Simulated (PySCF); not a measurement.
```yaml
atoms:
  - { symbol: C, position_ang: [-2.7454, 0.4386, 0.3683] }
  - { symbol: C, position_ang: [-1.5096, -0.0174, 0.1499] }
  - { symbol: C, position_ang: [-0.3697, -0.4418, -0.0542] }
  - { symbol: C, position_ang: [0.9390, -0.8935, -0.2759] }
  - { symbol: O, position_ang: [1.2875, -1.9330, -0.7869] }
  - { symbol: C, position_ang: [1.9897, 0.1444, 0.2351] }
  - { symbol: F, position_ang: [1.8371, 0.3816, 1.5496] }
  - { symbol: F, position_ang: [3.2415, -0.2576, 0.0424] }
  - { symbol: F, position_ang: [1.8425, 1.3274, -0.3864] }
  - { symbol: H, position_ang: [-3.6056, -0.1421, 0.0817] }
  - { symbol: H, position_ang: [-2.9016, 1.3961, 0.8353] }
```

Geometry: GFN2-xTB.

These are results of UKS B3LYP, pcH-1 on C F H O, non-relativistic, mean-field spin-orbit, GIAO (PySCF), not measurements.

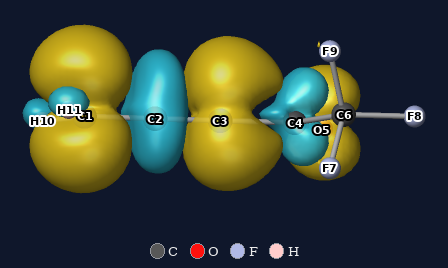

C5H2F3O (doublet). Isosurfaces of the spin density (α minus β) at +0.015 (yellow) and −0.015 e/Å³ (cyan), seen from one side.

Describe the spin distribution.

Answer. The unpaired spin (1 electron) lies mostly on C1 (about 0.4), C3 (about 0.3) and O5 (about 0.2), in electrons by Hirshfeld's partition.
